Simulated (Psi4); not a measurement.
# wB97X-V/cc-pVDZ run of CH5BN2 (SMILES NC1BN1)

Aim: the energy change on altering one bond length of CH5BN2 at wB97X-V/cc-pVDZ, from 2 runs. 

Program for the calculation: Psi4 1.11.

3 further runs of the same task are left out: 3 that didn't finish. Runs told in other sessions of the task aren't counted.

## 1. The system as given

CH5BN2 has 9 atoms, charge 0, and is taken as a singlet. As SMILES, `NC1BN1`. The coordinates come from a PBE0-D4/def2-TZVP relaxation. This is one conformer, not always the lowest.

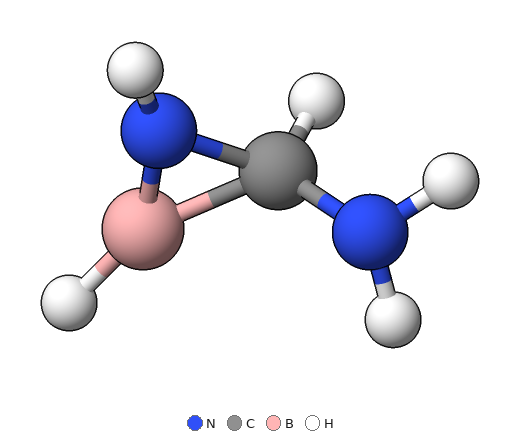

Viewed from a chosen angle; nitrogen blue, carbon grey, boron pink, hydrogen white.

## 2. The energy at wB97X-V/cc-pVDZ

The input, ch5bn2.xyz:

```xyz
9
CH5BN2
N      0.142900     1.194400    -0.640600
C     -0.364200    -0.077200    -0.222300
B      0.591200    -1.194100     0.303200
N     -0.130500    -0.469900     1.171500
H      0.784000     1.117400    -1.417000
H     -0.589900     1.842600    -0.892400
H     -1.366400    -0.317200    -0.582700
H      1.414200    -2.039000     0.194700
H     -0.392800    -0.103200     2.068300
```

The input, job.py:

```python
import psi4

psi4.set_memory('2200 MB')
psi4.set_num_threads(1)
psi4.core.set_output_file('ch5bn2.out', False)

with open('ch5bn2.xyz') as f:
    atoms = ''.join(f.readlines()[2:])
m = psi4.geometry('0 1\n' + atoms + 'symmetry c1')

options = {'basis': 'cc-pVDZ', 'puream': True, 'e_convergence': 1e-09, 'd_convergence': 1e-08, 'scf_type': 'pk', 'dft_radial_points': 99, 'dft_spherical_points': 590}
psi4.set_options(options)

e_tot, wfn = psi4.energy("wb97x-v", return_wfn=True)
print('E =', round(e_tot, 9))
for k, v in sorted(psi4.core.scalar_variables().items()):
    print(f'{k:45s} {v:18.10f}')
```

The run is started by

```console
$ python job.py
```

ch5bn2.out (excerpt; [...] marks lines left out):

```text
[...]
  Running in c1 symmetry.
[...]
  Nuclear repulsion =  109.448343715886125
[...]
  Multiplicity = 1
[...]
  Nalpha       = 15
  Nbeta        = 15
[...]
    Number of basis functions: 81
[...]
   @RKS iter   1:  -175.20386546391995   -3.98071e-01   7.72431e-03 ADIIS/DIIS
[...]
   @RKS iter  12:  -175.38793938047965   -1.12550e-11   6.54372e-09 DIIS
[...]
    Orbital Energies [Eh]
    ---------------------
    Doubly Occupied:
       1A    -14.417654     2A    -14.391633     3A    -10.313381
       4A     -6.849456     5A     -1.060939     6A     -0.974566
       7A     -0.752493     8A     -0.657620     9A     -0.590411
      10A     -0.562212    11A     -0.545505    12A     -0.461938
      13A     -0.386094    14A     -0.366428    15A     -0.331318
[...]
  @RKS Final Energy:  -175.38793938047965
   => Energetics <=
    Nuclear Repulsion Energy =            109.4483437158861250
    One-Electron Energy =                -452.8395316522245366
    Two-Electron Energy =                 185.2491727835108009
    DFT Exchange-Correlation Energy =     -17.3646630818863272
    Empirical Dispersion Energy =           0.0000000000000000
    VV10 Nonlocal Energy =                  0.1187388542342692
    Total Energy =                       -175.3879393804796507
[...]
 Multipole Moments:
 ------------------------------------------------------------------------------------
     Multipole            Electronic (a.u.)      Nuclear  (a.u.)        Total (a.u.)
 ------------------------------------------------------------------------------------
 L = 1.  Multiply by 2.5417464519 to convert [e a0] to [Debye]
 Dipole X            :          0.4820536           -0.8489416           -0.3668880
 Dipole Y            :         -1.5976688            1.8335889            0.2359202
 Dipole Z            :          1.3320387           -1.3772831           -0.0452444
 Magnitude           :                                                    0.4385341
[...]
```

Standard output:

```text
E = -175.38793938
CURRENT ENERGY                                   -175.3879393805
CURRENT REFERENCE ENERGY                         -175.3879393805
DD SOLVATION ENERGY                                 0.0000000000
DFT FUNCTIONAL TOTAL ENERGY                      -175.3879393805
DFT TOTAL ENERGY                                 -175.3879393805
DFT VV10 ENERGY                                     0.1187388542
DFT XC ENERGY                                     -17.3646630819
GRID ELECTRONS ALPHA                               15.0000000950
GRID ELECTRONS BETA                                15.0000000950
GRID ELECTRONS TOTAL                               30.0000001900
NUCLEAR REPULSION ENERGY                          109.4483437159
ONE-ELECTRON ENERGY                              -452.8395316522
PCM POLARIZATION ENERGY                             0.0000000000
PE ENERGY                                           0.0000000000
SCF ITERATION ENERGY                             -175.3879393805
SCF ITERATIONS                                     12.0000000000
SCF TOTAL ENERGY                                 -175.3879393805
TWO-ELECTRON ENERGY                               185.2491727835
XC GRID RADIAL POINTS                              99.0000000000
XC GRID SPHERICAL POINTS                          590.0000000000
XC GRID TOTAL POINTS                           497850.0000000000
```

Run time: 2.1 min. Hardware: 1 thread of Intel Xeon Platinum 8488C (Sapphire Rapids), shared host; peak memory 1.5 GiB.

## 3. The distorted shape at the same level

The input, ch5bn2.json:

```json
{
 "schema_name": "qcschema_input",
 "schema_version": 1,
 "molecule": {
  "schema_name": "qcschema_molecule",
  "schema_version": 2,
  "symbols": ["N", "C", "B", "N", "H", "H", "H", "H", "H"],
  "geometry": [0.68548303, 1.88960896, -1.06780675, -0.27279708, -0.51336678, -0.27733432, 1.53264726, -2.62400189, 0.71571676, 0.16883191, -1.25546223, 2.35656596, 1.89698645, 1.74410005, -2.53499012, -1.11474944, 3.48200936, -1.68639159, -2.16668061, -0.96690105, -0.95839161, 3.08789186, -4.22063149, 0.51068148, -0.32684325, -0.56249966, 4.05127234],
  "molecular_charge": 0,
  "molecular_multiplicity": 1,
  "fix_symmetry": "c1",
  "fix_com": true,
  "fix_orientation": true
 },
 "driver": "energy",
 "model": {
  "method": "wb97x-v",
  "basis": "cc-pVDZ"
 },
 "keywords": {
  "puream": true,
  "e_convergence": 1e-09,
  "d_convergence": 1e-08,
  "scf_type": "pk",
  "dft_radial_points": 99,
  "dft_spherical_points": 590
 }
}
```

The run is started by

```console
$ psi4 --qcschema ch5bn2.json -n 1 --memory 2200MB
```

stdout (excerpt; [...] marks lines left out):

```text
[...]
  Running in c1 symmetry.
[...]
  Nuclear repulsion =  108.231898842404320
[...]
  Multiplicity = 1
[...]
  Nalpha       = 15
  Nbeta        = 15
[...]
    Number of basis functions: 81
[...]
   @RKS iter   1:  -175.14624042707737   -5.02338e-01   7.79533e-03 ADIIS/DIIS
[...]
   @RKS iter  13:  -175.34731788912504   -3.12639e-12   4.61394e-09 DIIS
[...]
    Orbital Energies [Eh]
    ---------------------
    Doubly Occupied:
       1A    -14.419978     2A    -14.415246     3A    -10.315806
       4A     -6.852182     5A     -1.060840     6A     -0.956056
       7A     -0.749172     8A     -0.658062     9A     -0.568408
      10A     -0.549638    11A     -0.533758    12A     -0.462820
      13A     -0.384617    14A     -0.365320    15A     -0.329782
[...]
  @RKS Final Energy:  -175.34731788912504
   => Energetics <=
    Nuclear Repulsion Energy =            108.2318988424043198
    One-Electron Energy =                -450.4556821148823929
    Two-Electron Energy =                 184.0437765131719630
    DFT Exchange-Correlation Energy =     -17.2858967522867282
    Empirical Dispersion Energy =           0.0000000000000000
    VV10 Nonlocal Energy =                  0.1185856224677626
    Total Energy =                       -175.3473178891250370
[...]
 Multipole Moments:
 ------------------------------------------------------------------------------------
     Multipole            Electronic (a.u.)      Nuclear  (a.u.)        Total (a.u.)
 ------------------------------------------------------------------------------------
 L = 1.  Multiply by 2.5417464519 to convert [e a0] to [Debye]
 Dipole X            :        -13.7495030           13.3832634           -0.3662396
 Dipole Y            :         12.4586460          -12.2851058            0.1735402
 Dipole Z            :        -10.3394041           10.3180729           -0.0213313
 Magnitude           :                                                    0.4058358
[...]
```

The result, in JSON:

```text
{
 "driver": "energy",
 "model": {
  "method": "wb97x-v",
  "basis": "cc-pVDZ"
 },
 "success": true,
 "return_result": -175.34731788912504,
 "properties": {
  "calcinfo_nbasis": 81,
  "calcinfo_nmo": 81,
  "calcinfo_nalpha": 15,
  "calcinfo_nbeta": 15,
  "calcinfo_natom": 9,
  "nuclear_repulsion_energy": 108.23189884240432,
  "return_energy": -175.34731788912504,
  "scf_one_electron_energy": -450.4556821148824,
  "scf_two_electron_energy": 184.04377651317196,
  "scf_vv10_energy": 0.11858562246776265,
  "scf_xc_energy": -17.285896752286728,
  "scf_dipole_moment": [-0.36623958570907256, 0.17354019628039197, -0.021331264242082426],
  "scf_total_energy": -175.34731788912504,
  "scf_iterations": 13
 }
}
```

Wall time 2.2 min (1 thread of Intel Xeon Platinum 8488C (Sapphire Rapids), shared host); peak memory 1.5 GiB.

## 4. Summary of results

At wB97X-V/cc-pVDZ:

| quantity | value |
| --- | --- |
| first shape: total energy | -175.38794 Eh |
| first shape: dipole moment | 1.11 D |
| first shape: HOMO energy | -9.02 eV |
| first shape: LUMO energy | 2.92 eV |
| first shape: HOMO–LUMO gap | 11.93 eV |
| distorted shape: total energy | -175.34732 Eh |
| distorted shape: dipole moment | 1.03 D |
| distorted shape: HOMO energy | -8.97 eV |
| distorted shape: LUMO energy | 2.58 eV |
| distorted shape: HOMO–LUMO gap | 11.55 eV |
| energy change with the N1–H6 bond stretched from 1.010 to 1.313 Å | 1.105 eV |

With the N1–H6 bond stretched from 1.010 to 1.313 Å the energy rises by 1.11 eV (107 kJ/mol). The first shape isn't relaxed at this level, so the change isn't measured from a minimum.
